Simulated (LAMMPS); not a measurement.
An MD run on SiC (zinc blende), 1000 atoms, at 1300 K and 0 GPa, heated as the crystal.

Computed with classical MD, pair style edip/multi, file SiC.edip; code LAMMPS.

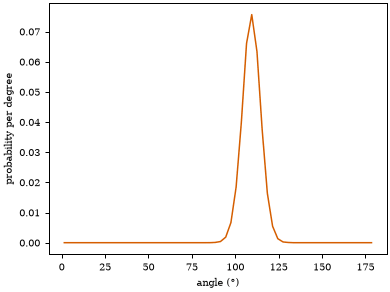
Figure. Probability per degree against angle (°)

The data show:
- state found: crystal; no diffusion seen in 30 ps
- most common C-Si-C angle: in the 3° bin centred on 109.5° (mean of all 109°)

Caution: a run this short can hold a crystal over, or a liquid under, the potential's melting point.
